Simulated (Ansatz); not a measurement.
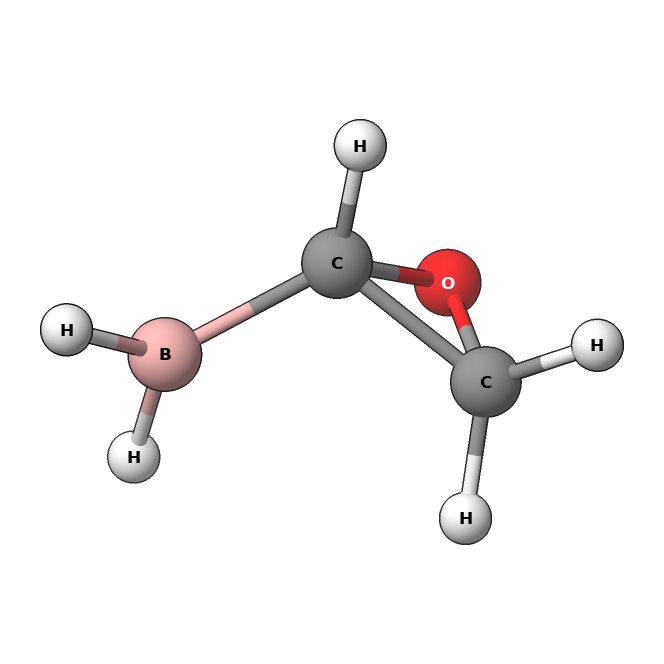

The picture shows a molecular structure as a ball-and-stick model.

The computed structure is the end point of a PBE0-D4/def2-TZVP optimisation.

> Give the formula.

C₂H₅BO, 9 atoms: 2 carbon, 5 hydrogen, 1 boron and 1 oxygen.

> Describe its rings.

Independent rings (smallest set): 1 of 3 members.

> What is its SMILES?

B[C@H]1CO1

> Count the bonded pairs by element.

3 C–H, 2 C–O, 2 B–H, 1 C–B, 1 C–C.

The parts below concern this one geometry. Atoms keep their numbers from picture to picture.

**Symmetry**

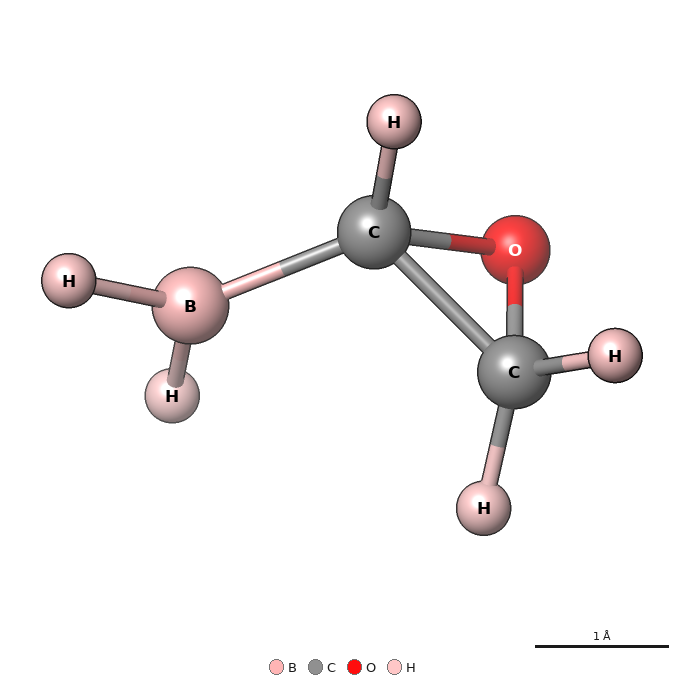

Depth is shown by fading: the farther an atom, the more it takes the colour of the background. Masses are those of the most abundant isotopes; constants are for the rigid equilibrium geometry.

> What kind of rotor is it, and what are its rotational constants in cm⁻¹?

An asymmetric top (C1): A = 0.623, B = 0.235, C = 0.216 cm⁻¹. Ray's parameter κ is −0.91, close to the prolate limit.

**Charges**

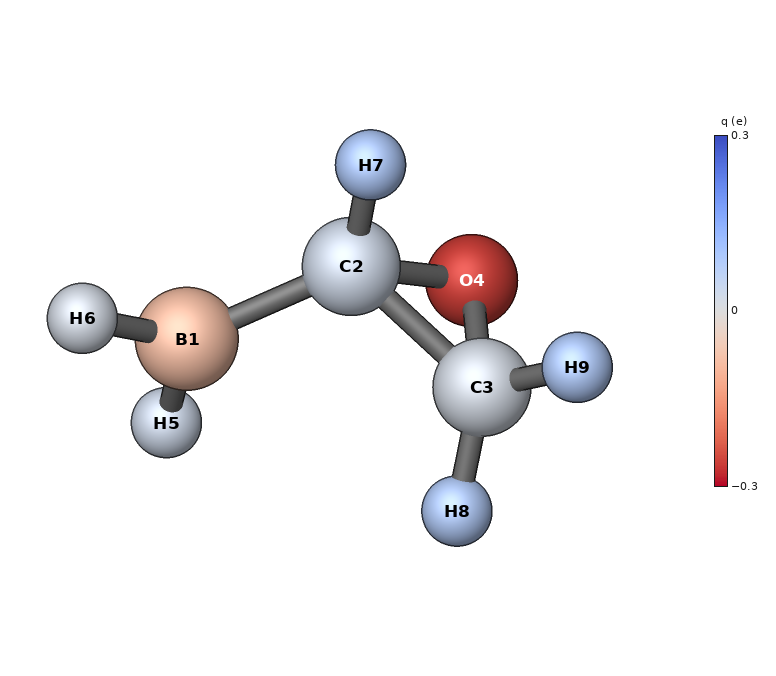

Atoms are coloured by their Mulliken charges. Method: RKS PBE-D4/def2-TZVPP (Ansatz 0.2.0).

Give the Mulliken charges atom by atom.

```json
{"atom": "B1", "value (e)": "−0.08"}
{"atom": "C2", "value (e)": "0.03"}
{"atom": "C3", "value (e)": "0.02"}
{"atom": "O4", "value (e)": "−0.26"}
{"atom": "H5", "value (e)": "0.03"}
{"atom": "H6", "value (e)": "0.02"}
{"atom": "H7", "value (e)": "0.08"}
{"atom": "H8", "value (e)": "0.08"}
{"atom": "H9", "value (e)": "0.08"}
```

**Vibrations**

Harmonic vibrations computed with RKS PBE0-D4/def2-TZVP (Ansatz 0.2.0) at a stationary point of the same level.

> List the wavenumbers.

21 modes: 214, 324, 384, 774, 849, 883, 940, 999, 1060, 1108, 1154, 1168, 1233, 1277, 1395, 1516, 2591, 2679, 3098, 3138, 3189 cm⁻¹.

**Electronic properties**

Properties computed with RKS revPBE-D4/def2-TZVPP (Ansatz 0.2.0).

> What is the HOMO energy (Kohn–Sham orbital)?

−6.31 eV.

> What is the dispersion correction?

−45.1 kJ/mol.

> Estimate the LUMO energy (Kohn–Sham orbital).

−2.48 eV.

Mulliken values depend strongly on the basis set and can even reverse the polarity of a bond.
